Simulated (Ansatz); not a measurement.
# W(211) slab (20 atoms): surface energy

What is the surface energy of this cell, counted against the bulk crystal, and how far does it hang on functional and mesh?

Calculated with Ansatz 0.2.0: Kohn-Sham DFT, PBE, PAW (set soft_2), plane waves; cutoff 420 eV, fermi-dirac smearing of 0.1 eV. Cutoffs: 420 eV for PBE and PBEsol; 500 eV for r2SCAN.

**The cells**

The cell holds 20 atoms: 20 W. Cell: a = 5.517 Å, b = 4.504 Å, c = 26.702 Å, α = 90.0°, β = 90.0°, γ = 90.0°. It derives from W. The starting structure: Slab of W cut on (2 1 1), 11.7 Å thick, 2 x 1 surface cells, both faces free, 15 Å of vacuum; not relaxed. Lattice constants are starting values near those of PBE. Vacuum lies along c.

The bulk reference is W2 in a cell of 2 atoms, 16.155 Å³ an atom.

The input of the single point on the relaxed cell:

```yaml
crystal:
  lattice:
    - [5.51658, 0.0, 0.0]
    - [0.0, 4.50427, 0.0]
    - [0.0, 0.0, 26.70244]
  atoms:
    - { symbol: W, position: [0.32087, 0.0, 0.28774] }
    - { symbol: W, position: [0.99876, 0.5, 0.32889] }
    - { symbol: W, position: [0.17339, 0.0, 0.37862] }
    - { symbol: W, position: [0.33513, 0.5, 0.42657] }
    [... 14 atom lines left out ...]
    - { symbol: W, position: [0.66791, 1.0, 0.67111] }
    - { symbol: W, position: [0.8458, 0.5, 0.71226] }
kpoints:
  mp_grid: { grid: [7, 8, 1] }
hamiltonian:
  xc: pbe
scf:
  occupations: { method: fermi_dirac, width: 0.1 }
output:
  forces: true
  populations: true
  dos:
    method: { smearing: { sigma: 0.08 } }
    de: 0.1
    projected: { site_lists: { W: [W] } }
  eigenvalues: true
  write_density: true
  write_potential: true
  volumetric_format: npy
```

| cell | formula | k-mesh | relaxation steps | gain on relaxing (eV) | free energy, PBE (eV) | time of its runs on this page |
| --- | --- | --- | --- | --- | --- | --- |
| W(211) slab | W20 | 7×8×1 (relaxed on 4×5×1) | 6 | 0.89 | -207685.907 | 4.7 min |
| bulk W | W2 | 17×17×17 | - | - | -20769.662 | 4.8 s |

Times come from shared hosts and are rough.

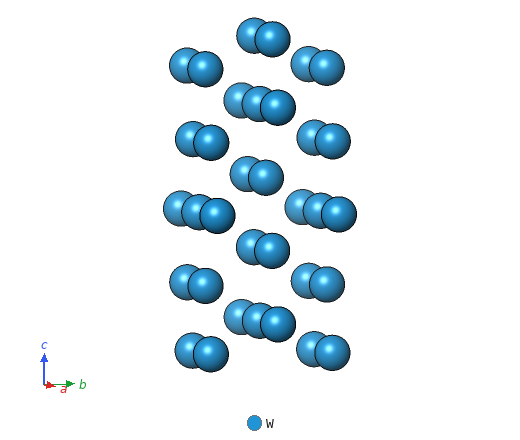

The relaxed cell. Some periodic images of atoms are drawn too.

**Surface energy**

The excess is the cell's free energy less 10 times that of the bulk cell. It is divided by twice the area, as the cell holds two faces, so the value is their mean, and they need not be alike (24.85 Å²), with 1 eV/Å² = 16.022 J/m².

```
           level  k-mesh  excess (eV)  surface energy (J/m²)  per area (meV/Å²)
             PBE   7×8×1       10.711                  3.453              215.5
PBE, denser mesh  8×10×1       10.714                  3.454              215.6
          r2SCAN   7×8×1       11.616                  3.745              233.7
          PBEsol   7×8×1       11.708                  3.775              235.6
```

Worked for the first row at PBE: (-207685.907) − 10 × (-20769.662) = 10.711 eV (from unrounded energies).

Then 10.711 / (2 × 24.85) × 16.022 = 3.453 J/m².

**Findings**

At PBE the surface energy is 3.45 J/m². At the same geometries the levels give 3.45 (PBE) to 3.77 J/m² (PBEsol) and the denser mesh leaves it within 0.01 J/m². Relaxing the atoms lowered it by 0.286 J/m² from the start (on the 4×5×1 mesh of the relaxation), and the farthest atom moved 0.20 Å.

Limits: The cell edges were held, so the lattice is the typed one for every functional. Cell and bulk are sampled on unlike meshes, and the error grows with the number of atoms subtracted. These are free energies under a smearing of 0.1 eV, whose entropy term isn't removed. Spin–orbit coupling is left out, which matters for the levels of the heavy elements. In some runs the program notes that positions were snapped to a detected symmetry and the exchange-correlation potential is rough where the density is thin.

[Logs are printed without paths, hosts, clocks, repeated set-up lines and the standing remarks that a program may print on its own settings, such as how far it seeks lower states.]

[Hosts, paths, dates, database ids (printed as entryN), source tags and the programs' standing remarks are cut or masked in the printed files.]
